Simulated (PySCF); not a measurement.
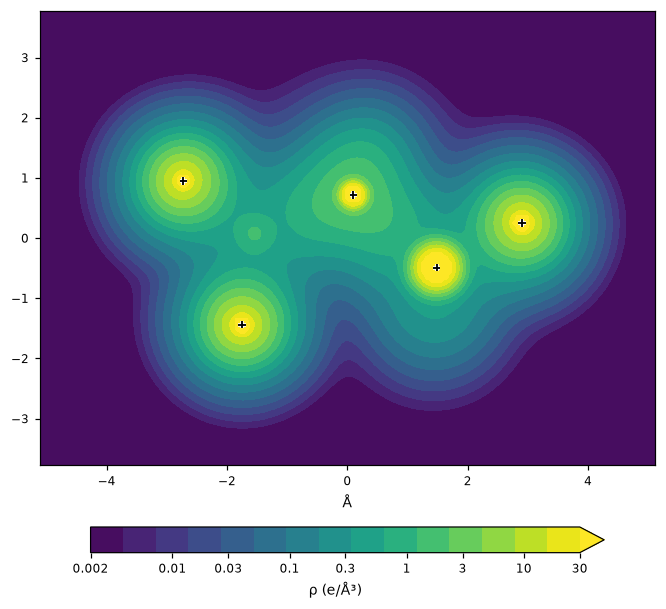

The total electron density on a plane through atoms (crosses mark nuclei in the plane).

All numbers below come from wB97X-D/def2-SVPD, SCF density, gas phase in PySCF 2.14.0.

Candidates:
A. Al2Cl4H4N2
B. CH2F6Si2

Which candidate gave the map?

Candidate B: CH2F6Si2 on the plane of atoms F2, Si1 and C5, which holds Si, F and C. Si–F (1.60 Å): ρ at the midpoint is about 1.1 e/Å³. C–Si (1.84 Å): ρ at the midpoint is about 1 e/Å³.
